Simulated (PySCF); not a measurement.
**SiSbPH4S (SMILES S[SiH]1[PH][SbH]1): levels of theory compared**

Wanted: a comparison of 6 runs (HF/3-21G, HF/def2-SVP, B3LYP/STO-3G, PBE0/STO-3G, B3LYP/def2-SVP, CCSD/3-21G) of SiSbPH4S. The job is set up through a Python script.

The results are computed with PySCF 2.14.0.

## (1) Starting point

SiSbPH4S: 8 atoms, total charge 0, spin state singlet. SMILES: `S[SiH]1[PH][SbH]1`. The shape is that of a PBE0-D4/def2-TZVP optimisation. This is one conformer, not always the lowest.

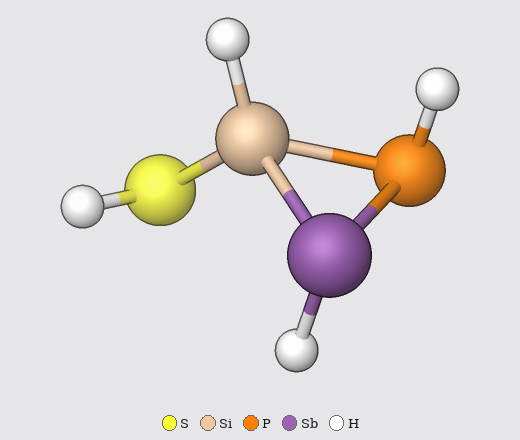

The structure, seen from a chosen angle (sulfur yellow, silicon light orange, phosphorus orange, antimony purple, hydrogen white).

## (2) Energy and gradient at HF/3-21G (run 1)

calc.py reads:

```python
import pyscf.grad
from pyscf import gto

molecule = gto.Mole()
molecule.atom = '''
S     -0.923900     1.654700    -1.213100
Si     0.045700     0.547700     0.319800
P      1.738400    -0.672800    -0.457400
Sb    -0.282100    -1.952500     0.542300
H     -2.133500     1.644100    -0.626600
H      0.278300     1.310300     1.569500
H      2.374000    -0.624700     0.816700
H     -1.004600    -1.963800    -1.007100
'''
molecule.verbose = 4
molecule.max_memory = 1860
molecule.basis = '3-21g'
molecule.build()

mf = molecule.RHF()
mf.conv_tol = 1e-10
mf.kernel()
if not mf.converged:
    mf = mf.newton().run(mf.mo_coeff, mf.mo_occ)

e_tot = mf.e_tot
print('E = %.10f Eh' % e_tot)
grad = mf.Gradients().kernel()
mf.analyze()
```

On the command line:

```sh
$ OMP_NUM_THREADS=1 python calc.py
```

Standard output:

```text
PySCF version 2.14.0

[... 81 lines left out ...]
Two-electron Energy =                 3401.213627853314392
[... 11 lines left out ...]
MO #8   energy= -68.3451356268691  occ= 2
[... 9 lines left out ...]
MO #18  energy= -8.92705628110109  occ= 2
[... 9 lines left out ...]
MO #28  energy= -4.41794108713625  occ= 2
[... 9 lines left out ...]
MO #38  energy= -1.74024001615942  occ= 2
[... 9 lines left out ...]
MO #48  energy= -0.388907552796701 occ= 2
[... 9 lines left out ...]
MO #58  energy= 0.23719899777912   occ= 0
[... 9 lines left out ...]
MO #68  energy= 0.652970712909923  occ= 0
[... 9 lines left out ...]
MO #78  energy= 1.36483421753679   occ= 0
[... 89 lines left out ...]
Dipole moment(X, Y, Z, Debye): -1.67377, -0.77990,  2.69226
```

Wall time 14 s (1 thread of Intel Xeon at 2.50GHz (Skylake/Cascade Lake), shared host); peak memory 0.15 GiB.

## (3) Energy and gradient at HF/def2-SVP (core potential) (run 2)

geometry.xyz reads:

```xyz
8

S     -0.923900     1.654700    -1.213100
Si     0.045700     0.547700     0.319800
P      1.738400    -0.672800    -0.457400
Sb    -0.282100    -1.952500     0.542300
H     -2.133500     1.644100    -0.626600
H      0.278300     1.310300     1.569500
H      2.374000    -0.624700     0.816700
H     -1.004600    -1.963800    -1.007100
```

job.py reads:

```python
# S[SiH]1[PH][SbH]1
from pyscf import gto, scf

mol = gto.M(
    atom='geometry.xyz',
    spin=0,
    max_memory=1860,
    basis='def2-svp',
    verbose=3,
    charge=0,
    ecp={'Sb': 'def2-svp'},
)

mf = scf.RHF(mol)
mf.conv_tol = 1e-10
mf.kernel()
if not mf.converged:
    mf = mf.newton().run(mf.mo_coeff, mf.mo_occ)

e_final = mf.e_tot
print('E(%s) = %.9f' % ('HF', e_final))
grad = mf.nuc_grad_method().kernel()
mf.analyze()
```

On the command line:

```sh
$ OMP_NUM_THREADS=1 python job.py
```

Standard output:

```text
converged SCF energy = -1268.4842076773
[... 13 lines left out ...]
MO #4   energy= -8.96503533130047  occ= 2
[... 11 lines left out ...]
MO #16  energy= -4.58996533362876  occ= 2
[... 11 lines left out ...]
MO #28  energy= -0.653457981271861 occ= 2
[... 11 lines left out ...]
MO #40  energy= 0.14202833449728   occ= 0
[... 11 lines left out ...]
MO #52  energy= 0.469878552578413  occ= 0
[... 11 lines left out ...]
MO #64  energy= 0.77160952888114   occ= 0
[... 11 lines left out ...]
MO #76  energy= 1.06182054216009   occ= 0
[... 11 lines left out ...]
MO #88  energy= 1.83037123621337   occ= 0
[... 11 lines left out ...]
MO #100 energy= 55.0780619601713   occ= 0
[... 9 lines left out ...]
Dipole moment(X, Y, Z, Debye): -1.24805,  0.10310,  1.76625
```

Run time: 30 s. Hardware: 1 thread of Intel Xeon at 2.50GHz (Skylake/Cascade Lake), shared host; peak memory 0.21 GiB.

Runs 3 to 5 aren't shown in full; the table further down has their settings and results.

## (4) A single-point energy at CCSD/3-21G (run 6)

input.py reads:

```python
# S[SiH]1[PH][SbH]1
from pyscf import gto, cc

mol = gto.M(
    atom=[
    ('S', (-0.923900, 1.654700, -1.213100)),
    ('Si', (0.045700, 0.547700, 0.319800)),
    ('P', (1.738400, -0.672800, -0.457400)),
    ('Sb', (-0.282100, -1.952500, 0.542300)),
    ('H', (-2.133500, 1.644100, -0.626600)),
    ('H', (0.278300, 1.310300, 1.569500)),
    ('H', (2.374000, -0.624700, 0.816700)),
    ('H', (-1.004600, -1.963800, -1.007100)),
],
    verbose=4,
    max_memory=1860,
    basis='3-21g',
)

calc0 = mol.RHF()
calc0.conv_tol = 1e-10
calc0.kernel()
if not calc0.converged:
    calc0 = calc0.newton().run(calc0.mo_coeff, calc0.mo_occ)

mycc = cc.CCSD(calc0, frozen=33)
mycc.kernel()
energy = mycc.e_tot
print(f'total energy: {energy:.8f} hartree')
calc0.analyze()
```

On the command line:

```sh
$ OMP_NUM_THREADS=1 python input.py
```

Standard output:

```text
PySCF version 2.14.0

[... 101 lines left out ...]
MO #1   energy= -1078.95434473487  occ= 2
[... 10 lines left out ...]
MO #12  energy= -28.7967498965227  occ= 2
[... 10 lines left out ...]
MO #23  energy= -6.16246708901043  occ= 2
[... 10 lines left out ...]
MO #34  energy= -1.74964500630616  occ= 2
[... 10 lines left out ...]
MO #45  energy= -0.466422046855931 occ= 2
[... 10 lines left out ...]
MO #56  energy= 0.173750564378569  occ= 0
[... 10 lines left out ...]
MO #67  energy= 0.6244021080511    occ= 0
[... 10 lines left out ...]
MO #78  energy= 1.36483421753679   occ= 0
[... 89 lines left out ...]
Dipole moment(X, Y, Z, Debye): -1.67377, -0.77990,  2.69226
```

Wall time 6.3 s (1 thread of Intel Xeon at 2.50GHz (Skylake/Cascade Lake), shared host); peak memory 0.2 GiB.

## (5) All runs side by side

```
run                            level  core potential  integration grid   energy (Eh)  dipole moment (D) of the reference  HOMO energy (eV)  LUMO energy (eV)  wall time
  1                         HF/3-21G               –                 –  -7309.930760                                3.26             -8.87              1.22       14 s
  2     HF/def2-SVP (core potential)        def2-svp                 –  -1268.484208                                2.17             -8.54              1.85       30 s
  3                     B3LYP/STO-3G               –                 5  -7273.276832                                1.37             -3.44              2.41       42 s
  4                      PBE0/STO-3G               –                 5  -7272.635653                                1.48             -3.68              2.60       43 s
  5  B3LYP/def2-SVP (core potential)        def2-svp                 5  -1271.532229                                1.85             -6.32             -1.30       82 s
  6                       CCSD/3-21G               –                 –  -7310.196247                                3.26             -8.87              1.22      6.3 s
```

## (6) Results

| quantity | value |
| --- | --- |
| run 6: total energy | -7310.19625 Eh |
| run 6: dipole moment (Hartree–Fock density) | 3.26 D |
| run 6: HOMO energy (Hartree–Fock orbitals) | -8.87 eV |
| run 6: LUMO energy (Hartree–Fock orbitals) | 1.22 eV |
| run 6: HOMO–LUMO gap (Hartree–Fock orbitals) | 10.09 eV |
| run 6: correlation energy (33 core orbitals frozen) | -265.5 mEh |
| run 6: T1 diagnostic | 0.010 |

What this shows: Over runs 1, 2, 3, 4, 5 the dipole moment (its size) runs from 1.37 D (B3LYP/STO-3G) to 3.26 D (HF/3-21G). The two ends differ in method and basis. Over runs 1, 2, 3, 4, 5 the HOMO–LUMO gap runs from 5.02 eV (B3LYP/def2-SVP) to 10.39 eV (HF/def2-SVP). Exact exchange widens orbital gaps. Totals of different functionals can't be ranked against each other. Some runs of one species differ in core potentials or relativity; totals across that change don't compare. In runs 3, 4 the basis is minimal, so the values are rough. In runs 1, 3, 4, 6 relativity is left out where basis or elements ask for it. All runs together took 3.6 min, the longest 82 s.
